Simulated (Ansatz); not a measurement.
**Molecular dynamics of SiH₃F₃ (part 1 of 2)**

The run: molecular dynamics of SiH₃F₃. Method and program: RKS revPBE-D4/def2-SVP (Ansatz 0.2.0).

Figures and captions count atoms from 1; the log counts them from 0 in places.

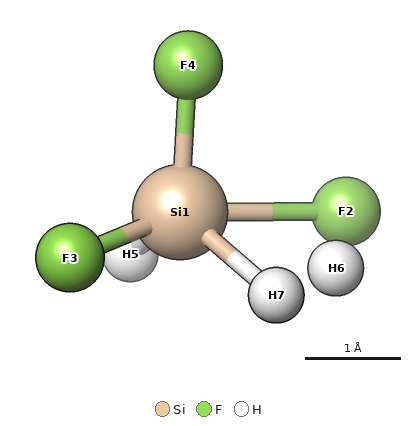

The starting structure (ball-and-stick view, seen at a tilt; atoms are numbered from 1 in the order of the input). Bond lengths as drawn: F–Si 1.58 to 1.90 Å and H–Si 1.46 to 1.66 Å.

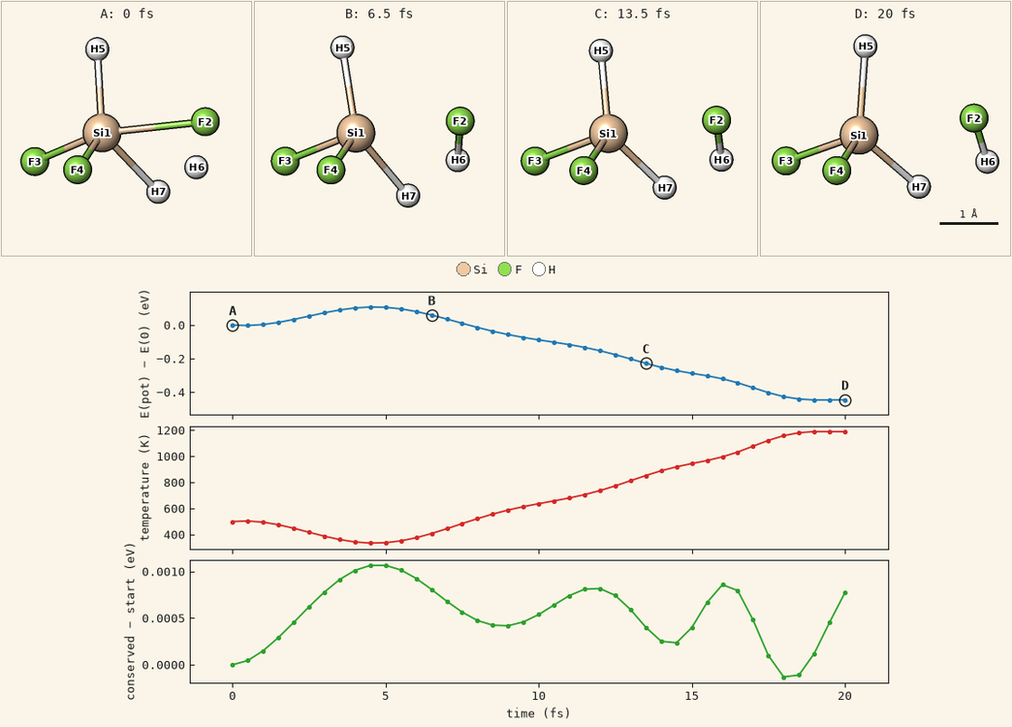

Frames of the molecular dynamics (ball-and-stick, seen at a tilt) above the curves, on which the letters mark them. The trajectory kept here has 41 frames over 20 fs. The temperature starts at 500 K, ranges from 335 to 1190 K and averages 939 K over the second half. The potential energy ends 0.445 eV below its first value. The conserved quantity stays within 0.0012 eV. After an unweighted best fit of the last frame on the first, the root-mean-square displacement is 0.25 Å, and H6 has moved furthest (0.49 Å).

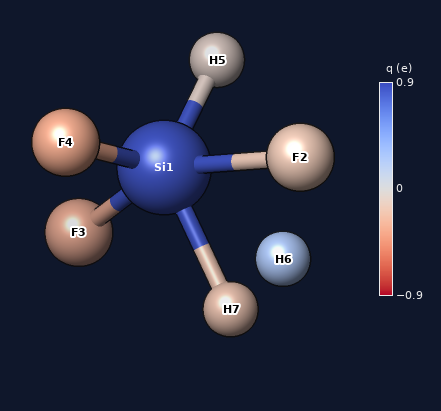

Mulliken charges, as the colour of each atom (ball-and-stick view, seen at a tilt; atoms are numbered from 1 in the order of the input). By element: Si +0.86, F −0.34 to −0.17 and H −0.20 to +0.26 e.

The input that produced these results follows, with the program's output.

**Input**
```yaml
crystal:
  periodic: [false, false, false]
  atoms:
    - {symbol: Si, position_ang: [-0.165235, 0.346114, -0.182085]}
    - {symbol: F, position_ang: [1.357086, -0.292028, 0.754632]}
    - {symbol: F, position_ang: [-1.511308, 0.210870, -1.038836]}
    - {symbol: F, position_ang: [-0.651080, 1.146603, 1.087402]}
    - {symbol: H, position_ang: [0.724475, 1.006515, -1.135616]}
    - {symbol: H, position_ang: [0.557354, -1.121100, 0.478280]}
    - {symbol: H, position_ang: [-0.311292, -1.296973, 0.036224]}
basis:
  gaussian: {orbitals: def2-SVP}
hamiltonian: {xc: {name: revPBE}, dispersion: d4}
md: {n_steps: 40, timestep: 0.5, temperature: 500, ensemble: nve, seed: 613, initial_velocities: maxwell_boltzmann}
```

Launch command:
```bash
ansatz run in.yaml --threads 2 --pin off --events-out ev --progress --plain --max-ram 4352MiB
```

**The program's output**
```
Functional definition: revPBE
  name "revPBE"
  cite "Zhang & Yang, Phys. Rev. Lett. 80, 890 (1998) doi:10.1103/PhysRevLett.80.890"
  cite "Perdew, Burke & Ernzerhof, Phys. Rev. Lett. 77, 3865 (1996) doi:10.1103/PhysRevLett.77.3865"
  parameter kappa = 1.245
  parameter beta = 0.06672455060314922
  exchange = pbe_x(kappa = kappa, mu = beta*pi^2/3)
  correlation = pbe_c(beta = beta)
814 factors; their error is unknown
mean field evaluation 1: about -16061.9841 eV, gradient 4.8e1 eV
mean field evaluation 2: about -16052.4766 eV, gradient 9.3e1 eV
mean field evaluation 4: about -16065.3335 eV, gradient 3.9e0 eV
mean field evaluation 8: about -16065.3553 eV, gradient 5.0e-2 eV
mean field evaluation 16: about -16065.2957 eV, gradient 4.0e-5 eV
mean field -16065.29570758 eV, -590.3887278051 hartree, gradient 4.0e-5 eV, S^2 0.000000; 0 other end points of the search recorded, 0 dependent functions left out
the calculation of the forces begins
reference -16065.29573926 eV, -590.3887289694 hartree; 22, 22 occupied and 53, 53 virtual orbitals, 814 factors
md step     0: t =     0.00 fs  T =   500.0 K  F+E_penalty+E_count = -16065.61939459 eV  E_kin = 0.323150 eV  conserved = -16065.29624460 eV  (24 SCF iters)
these checks for a lower state are left out or cut short: starts, cluster_reference, orbital_swaps, neighbouring_geometries, increment
814 factors; their error is unknown
mean field -16065.29858125 eV, -590.3888334104 hartree, gradient 5.7e-6 eV, S^2 0.000000; 0 other end points of the search recorded, 0 dependent functions left out
the calculation of the forces begins
reference -16065.29861302 eV, -590.3888345780 hartree; 22, 22 occupied and 53, 53 virtual orbitals, 814 factors
md step     1: t =     0.50 fs  T =   504.1 K  F+E_penalty+E_count = -16065.62197796 eV  E_kin = 0.325779 eV  conserved = -16065.29619941 eV  (29 SCF iters, 3 dispersion substeps)
[... from here on the SCF iterations and repeated set-up lines of each step are left out, up to the last step ...]
md step     2: t =     1.00 fs  T =   495.2 K  F+E_penalty+E_count = -16065.61615434 eV  E_kin = 0.320060 eV  conserved = -16065.29609392 eV  (29 SCF iters, 3 dispersion substeps)
md step     3: t =     1.50 fs  T =   475.6 K  F+E_penalty+E_count = -16065.60335607 eV  E_kin = 0.307404 eV  conserved = -16065.29595193 eV  (29 SCF iters, 3 dispersion substeps)
md step     4: t =     2.00 fs  T =   448.6 K  F+E_penalty+E_count = -16065.58570977 eV  E_kin = 0.289920 eV  conserved = -16065.29578984 eV  (29 SCF iters, 3 dispersion substeps)
md step     5: t =     2.50 fs  T =   417.9 K  F+E_penalty+E_count = -16065.56572190 eV  E_kin = 0.270099 eV  conserved = -16065.29562241 eV  (29 SCF iters, 3 dispersion substeps)
md step     6: t =     3.00 fs  T =   387.7 K  F+E_penalty+E_count = -16065.54601945 eV  E_kin = 0.250555 eV  conserved = -16065.29546485 eV  (29 SCF iters, 3 dispersion substeps)
md step     7: t =     3.50 fs  T =   361.7 K  F+E_penalty+E_count = -16065.52910317 eV  E_kin = 0.233773 eV  conserved = -16065.29533022 eV  (29 SCF iters, 3 dispersion substeps)
md step     8: t =     4.00 fs  T =   343.3 K  F+E_penalty+E_count = -16065.51711534 eV  E_kin = 0.221884 eV  conserved = -16065.29523171 eV  (29 SCF iters, 3 dispersion substeps)
md step     9: t =     4.50 fs  T =   334.9 K  F+E_penalty+E_count = -16065.51162560 eV  E_kin = 0.216446 eV  conserved = -16065.29517941 eV  (29 SCF iters, 3 dispersion substeps)
md step    10: t =     5.00 fs  T =   337.8 K  F+E_penalty+E_count = -16065.51346741 eV  E_kin = 0.218289 eV  conserved = -16065.29517851 eV  (30 SCF iters, 3 dispersion substeps)
md step    11: t =     5.50 fs  T =   351.9 K  F+E_penalty+E_count = -16065.52265435 eV  E_kin = 0.227426 eV  conserved = -16065.29522800 eV  (30 SCF iters, 3 dispersion substeps)
md step    12: t =     6.00 fs  T =   376.1 K  F+E_penalty+E_count = -16065.53840074 eV  E_kin = 0.243082 eV  conserved = -16065.29531907 eV  (30 SCF iters, 3 dispersion substeps)
md step    13: t =     6.50 fs  T =   408.2 K  F+E_penalty+E_count = -16065.55925912 eV  E_kin = 0.263822 eV  conserved = -16065.29543720 eV  (30 SCF iters, 3 dispersion substeps)
md step    14: t =     7.00 fs  T =   445.3 K  F+E_penalty+E_count = -16065.58335373 eV  E_kin = 0.287790 eV  conserved = -16065.29556391 eV  (31 SCF iters, 3 dispersion substeps)
md step    15: t =     7.50 fs  T =   484.3 K  F+E_penalty+E_count = -16065.60867365 eV  E_kin = 0.312993 eV  conserved = -16065.29568033 eV  (30 SCF iters, 3 dispersion substeps)
md step    16: t =     8.00 fs  T =   522.4 K  F+E_penalty+E_count = -16065.63337310 eV  E_kin = 0.337604 eV  conserved = -16065.29576951 eV  (25 SCF iters, 3 dispersion substeps)
md step    17: t =     8.50 fs  T =   557.4 K  F+E_penalty+E_count = -16065.65603693 eV  E_kin = 0.360217 eV  conserved = -16065.29582033 eV  (30 SCF iters, 3 dispersion substeps)
md step    18: t =     9.00 fs  T =   588.0 K  F+E_penalty+E_count = -16065.67587136 eV  E_kin = 0.380046 eV  conserved = -16065.29582553 eV  (29 SCF iters, 3 dispersion substeps)
md step    19: t =     9.50 fs  T =   614.3 K  F+E_penalty+E_count = -16065.69280992 eV  E_kin = 0.397025 eV  conserved = -16065.29578497 eV  (29 SCF iters, 3 dispersion substeps)
md step    20: t =    10.00 fs  T =   637.2 K  F+E_penalty+E_count = -16065.70751085 eV  E_kin = 0.411805 eV  conserved = -16065.29570589 eV  (29 SCF iters, 3 dispersion substeps)
md step    21: t =    10.50 fs  T =   658.6 K  F+E_penalty+E_count = -16065.72123439 eV  E_kin = 0.425630 eV  conserved = -16065.29560392 eV  (29 SCF iters, 3 dispersion substeps)
md step    22: t =    11.00 fs  T =   680.9 K  F+E_penalty+E_count = -16065.73558918 eV  E_kin = 0.440086 eV  conserved = -16065.29550331 eV  (29 SCF iters, 3 dispersion substeps)
md step    23: t =    11.50 fs  T =   706.7 K  F+E_penalty+E_count = -16065.75215427 eV  E_kin = 0.456720 eV  conserved = -16065.29543430 eV  (29 SCF iters, 3 dispersion substeps)
md step    24: t =    12.00 fs  T =   737.4 K  F+E_penalty+E_count = -16065.77202144 eV  E_kin = 0.476594 eV  conserved = -16065.29542694 eV  (29 SCF iters, 3 dispersion substeps)
md step    25: t =    12.50 fs  T =   773.4 K  F+E_penalty+E_count = -16065.79535425 eV  E_kin = 0.499853 eV  conserved = -16065.29550101 eV  (28 SCF iters, 3 dispersion substeps)
md step    26: t =    13.00 fs  T =   813.0 K  F+E_penalty+E_count = -16065.82111894 eV  E_kin = 0.525466 eV  conserved = -16065.29565323 eV  (28 SCF iters, 3 dispersion substeps)
md step    27: t =    13.50 fs  T =   853.1 K  F+E_penalty+E_count = -16065.84718343 eV  E_kin = 0.551340 eV  conserved = -16065.29584345 eV  (28 SCF iters, 3 dispersion substeps)
md step    28: t =    14.00 fs  T =   889.6 K  F+E_penalty+E_count = -16065.87096583 eV  E_kin = 0.574973 eV  conserved = -16065.29599309 eV  (28 SCF iters, 3 dispersion substeps)
md step    29: t =    14.50 fs  T =   920.0 K  F+E_penalty+E_count = -16065.89062917 eV  E_kin = 0.594620 eV  conserved = -16065.29600901 eV  (27 SCF iters, 3 dispersion substeps)
md step    30: t =    15.00 fs  T =   944.7 K  F+E_penalty+E_count = -16065.90641127 eV  E_kin = 0.610565 eV  conserved = -16065.29584582 eV  (27 SCF iters, 3 dispersion substeps)
md step    31: t =    15.50 fs  T =   967.9 K  F+E_penalty+E_count = -16065.92116033 eV  E_kin = 0.625584 eV  conserved = -16065.29557590 eV  (27 SCF iters, 3 dispersion substeps)
md step    32: t =    16.00 fs  T =   996.0 K  F+E_penalty+E_count = -16065.93912288 eV  E_kin = 0.643737 eV  conserved = -16065.29538619 eV  (27 SCF iters, 3 dispersion substeps)
md step    33: t =    16.50 fs  T =  1033.1 K  F+E_penalty+E_count = -16065.96315121 eV  E_kin = 0.667702 eV  conserved = -16065.29544928 eV  (27 SCF iters, 3 dispersion substeps)
md step    34: t =    17.00 fs  T =  1077.6 K  F+E_penalty+E_count = -16065.99223421 eV  E_kin = 0.696470 eV  conserved = -16065.29576405 eV  (25 SCF iters, 3 dispersion substeps)
md step    35: t =    17.50 fs  T =  1122.4 K  F+E_penalty+E_count = -16066.02156875 eV  E_kin = 0.725424 eV  conserved = -16065.29614454 eV  (28 SCF iters, 3 dispersion substeps)
md step    36: t =    18.00 fs  T =  1158.8 K  F+E_penalty+E_count = -16066.04530379 eV  E_kin = 0.748929 eV  conserved = -16065.29637512 eV  (28 SCF iters, 3 dispersion substeps)
md step    37: t =    18.50 fs  T =  1181.2 K  F+E_penalty+E_count = -16066.05978986 eV  E_kin = 0.763435 eV  conserved = -16065.29635510 eV  (28 SCF iters, 3 dispersion substeps)
md step    38: t =    19.00 fs  T =  1189.9 K  F+E_penalty+E_count = -16066.06518487 eV  E_kin = 0.769062 eV  conserved = -16065.29612298 eV  (28 SCF iters, 3 dispersion substeps)
md step    39: t =    19.50 fs  T =  1190.1 K  F+E_penalty+E_count = -16066.06497393 eV  E_kin = 0.769184 eV  conserved = -16065.29578953 eV  (28 SCF iters, 3 dispersion substeps)
these checks for a lower state are left out or cut short: starts, cluster_reference, orbital_swaps, neighbouring_geometries, increment
814 factors; their error is unknown
mean field -16065.76384451 eV, -590.4059315197 hartree, gradient 1.8e-5 eV, S^2 0.000000; 0 other end points of the search recorded, 0 dependent functions left out
the calculation of the forces begins
reference -16065.76387656 eV, -590.4059326977 hartree; 22, 22 occupied and 53, 53 virtual orbitals, 814 factors
814 factors; their error is unknown
mean field -16065.76384451 eV, -590.4059315197 hartree, gradient 1.8e-5 eV, S^2 0.000000; 1 other end points of the search recorded, 0 dependent functions left out
the calculation of the forces begins
reference -16065.76387656 eV, -590.4059326977 hartree; 22, 22 occupied and 53, 53 virtual orbitals, 814 factors
md step    40: t =    20.00 fs  T =  1189.6 K  F+E_penalty+E_count = -16066.06430079 eV  E_kin = 0.768829 eV  conserved = -16065.29547191 eV  (25 SCF iters, 3 dispersion substeps)
Total energy: -16066.06433284 eV, -590.4169742623 hartree
Atom 0 at    -0.238393     0.296433    -0.237958 Å, force    -0.708772     0.674495     0.730276 eV/Å
Atom 1 at     1.529535    -0.313007     0.846554 Å, force     0.288181    -1.379121     0.770989 eV/Å
Atom 2 at    -1.621229     0.261819    -1.149772 Å, force     0.423628     0.435256     0.153951 eV/Å
Atom 3 at    -0.645651     1.190390     1.161779 Å, force     0.440858    -1.075648    -1.688637 eV/Å
Atom 4 at     0.886590     0.999999    -1.032451 Å, force    -0.961187    -0.402250     0.277370 eV/Å
Atom 5 at     1.073970    -1.188063     0.885707 Å, force     0.749935     1.388095    -0.048378 eV/Å
Atom 6 at    -0.232510    -1.229434     0.038907 Å, force    -0.232643     0.359174    -0.195570 eV/Å
Dipole moment:     0.403873    -0.441382     0.023940 e Å
```

**Trajectory as extended XYZ (Å, eV, eV/Å), 41 frames, from step=0 to step=40**
```
7
Properties=species:S:1:pos:R:3:forces:R:3 step=0 time_fs=0.0 energy=-16065.61939 temperature=500.0
Si   -0.1652    0.3461   -0.1821    1.3065  -0.5690  -0.7384
F     1.3571   -0.2920    0.7546    0.5412   0.0117   0.2722
F    -1.5113    0.2109   -1.0388   -1.3653  -0.1170  -0.8954
F    -0.6511    1.1466    1.0874   -0.5961   1.0099   1.5866
H     0.7245    1.0065   -1.1356    0.2415   0.2103  -0.2775
H     0.5574   -1.1211    0.4783    0.0342  -0.2462   0.0949
H    -0.3113   -1.2970    0.0362   -0.1621  -0.2996  -0.0425
7
Properties=species:S:1:pos:R:3:forces:R:3 step=1 time_fs=0.5 energy=-16065.62198 temperature=504.1
Si   -0.1649    0.3459   -0.1801    1.0259  -0.6668  -1.1389
F     1.3588   -0.2924    0.7559    0.6033  -0.0184   0.2804
F    -1.5138    0.2117   -1.0417   -1.2618  -0.0631  -0.8144
F    -0.6504    1.1458    1.0866   -0.5967   1.0777   1.6841
H     0.7146    1.0104   -1.1514    0.2192   0.1398  -0.1300
H     0.5758   -1.1103    0.4801   -0.0646  -0.3425   0.0912
H    -0.3260   -1.3004    0.0372    0.0748  -0.1266   0.0276
7
Properties=species:S:1:pos:R:3:forces:R:3 step=2 time_fs=1.0 energy=-16065.61615 temperature=495.2
Si   -0.1645    0.3456   -0.1781    0.7479  -0.7524  -1.5298
F     1.3605   -0.2928    0.7573    0.6711  -0.0351   0.2901
F    -1.5164    0.2125   -1.0446   -1.1534  -0.0116  -0.7304
F    -0.6498    1.1452    1.0860   -0.5933   1.1378   1.7685
H     0.7053    1.0145   -1.1674    0.1917   0.0653   0.0233
H     0.5941   -1.1002    0.4822   -0.1414  -0.4409   0.1001
H    -0.3406   -1.3040    0.0383    0.2774   0.0369   0.0783
7
Properties=species:S:1:pos:R:3:forces:R:3 step=3 time_fs=1.5 energy=-16065.60336 temperature=475.6
Si   -0.1641    0.3453   -0.1763    0.4748  -0.8256  -1.9005
F     1.3623   -0.2931    0.7586    0.7444  -0.0378   0.3019
F    -1.5192    0.2134   -1.0476   -1.0414   0.0365  -0.6444
F    -0.6493    1.1448    1.0857   -0.5861   1.1889   1.8378
H     0.6965    1.0189   -1.1834    0.1633  -0.0093   0.1763
H     0.6120   -1.0913    0.4845   -0.2002  -0.5378   0.1165
H    -0.3545   -1.3076    0.0395    0.4451   0.1851   0.1124
7
Properties=species:S:1:pos:R:3:forces:R:3 step=4 time_fs=2.0 energy=-16065.58571 temperature=448.6
Si   -0.1636    0.3449   -0.1747    0.2089  -0.8864  -2.2411
F     1.3643   -0.2935    0.7601    0.8218  -0.0274   0.3160
F    -1.5221    0.2142   -1.0507   -0.9273   0.0802  -0.5572
F    -0.6489    1.1444    1.0855   -0.5749   1.2296   1.8904
H     0.6880    1.0232   -1.1990    0.1372  -0.0808   0.3233
H     0.6295   -1.0836    0.4872   -0.2463  -0.6292   0.1352
H    -0.3673   -1.3108    0.0410    0.5806   0.3140   0.1334
7
Properties=species:S:1:pos:R:3:forces:R:3 step=5 time_fs=2.5 energy=-16065.56572 temperature=417.9
Si   -0.1630    0.3444   -0.1732   -0.0475  -0.9355  -2.5433
F     1.3663   -0.2939    0.7615    0.9003  -0.0070   0.3315
F    -1.5251    0.2150   -1.0539   -0.8126   0.1189  -0.4697
F    -0.6485    1.1443    1.0856   -0.5596   1.2590   1.9250
H     0.6799    1.0273   -1.2138    0.1161  -0.1465   0.4594
H     0.6464   -1.0774    0.4901   -0.2840  -0.7104   0.1526
H    -0.3788   -1.3132    0.0428    0.6873   0.4215   0.1445
7
Properties=species:S:1:pos:R:3:forces:R:3 step=6 time_fs=3.0 energy=-16065.54602 temperature=387.7
Si   -0.1625    0.3439   -0.1720   -0.2920  -0.9738  -2.8004
F     1.3684   -0.2943    0.7630    0.9757   0.0190   0.3471
F    -1.5282    0.2159   -1.0571   -0.6985   0.1522  -0.3828
F    -0.6482    1.1443    1.0860   -0.5402   1.2762   1.9405
H     0.6721    1.0311   -1.2275    0.1017  -0.2044   0.5808
H     0.6626   -1.0729    0.4934   -0.3154  -0.7758   0.1666
H    -0.3885   -1.3146    0.0450    0.7687   0.5065   0.1482
7
Properties=species:S:1:pos:R:3:forces:R:3 step=7 time_fs=3.5 energy=-16065.52910 temperature=361.7
Si   -0.1620    0.3432   -0.1710   -0.5226  -1.0023  -3.0075
F     1.3707   -0.2947    0.7646    1.0429   0.0450   0.3609
F    -1.5314    0.2168   -1.0604   -0.5861   0.1799  -0.2971
F    -0.6480    1.1444    1.0866   -0.5167   1.2806   1.9364
H     0.6644    1.0344   -1.2398    0.0951  -0.2530   0.6845
H     0.6780   -1.0703    0.4971   -0.3403  -0.8193   0.1766
H    -0.3965   -1.3147    0.0475    0.8276   0.5690   0.1461
7
Properties=species:S:1:pos:R:3:forces:R:3 step=8 time_fs=4.0 energy=-16065.51712 temperature=343.3
Si   -0.1616    0.3425   -0.1703   -0.7374  -1.0214  -3.1613
F     1.3731   -0.2950    0.7661    1.0970   0.0647   0.3710
F    -1.5347    0.2177   -1.0637   -0.4764   0.2021  -0.2134
F    -0.6478    1.1447    1.0875   -0.4891   1.2720   1.9123
H     0.6571    1.0370   -1.2505    0.0969  -0.2912   0.7685
H     0.6926   -1.0697    0.5012   -0.3571  -0.8350   0.1832
H    -0.4025   -1.3136    0.0504    0.8661   0.6089   0.1396
7
Properties=species:S:1:pos:R:3:forces:R:3 step=9 time_fs=4.5 energy=-16065.51163 temperature=334.9
Si   -0.1612    0.3417   -0.1698   -0.9356  -1.0313  -3.2605
F     1.3756   -0.2954    0.7678    1.1336   0.0720   0.3753
F    -1.5381    0.2186   -1.0670   -0.3702   0.2187  -0.1321
F    -0.6477    1.1452    1.0886   -0.4574   1.2503   1.8686
H     0.6499    1.0390   -1.2593    0.1071  -0.3186   0.8316
H     0.7064   -1.0710    0.5057   -0.3635  -0.8179   0.1876
H    -0.4064   -1.3109    0.0536    0.8861   0.6267   0.1296
7
Properties=species:S:1:pos:R:3:forces:R:3 step=10 time_fs=5.0 energy=-16065.51347 temperature=337.8
Si   -0.1609    0.3407   -0.1697   -1.1170  -1.0317  -3.3052
F     1.3783   -0.2958    0.7695    1.1497   0.0620   0.3728
F    -1.5415    0.2195   -1.0704   -0.2681   0.2300  -0.0538
F    -0.6477    1.1459    1.0899   -0.4219   1.2160   1.8057
H     0.6430    1.0402   -1.2662    0.1257  -0.3347   0.8728
H     0.7193   -1.0743    0.5107   -0.3571  -0.7643   0.1914
H    -0.4082   -1.3068    0.0571    0.8887   0.6227   0.1165
```
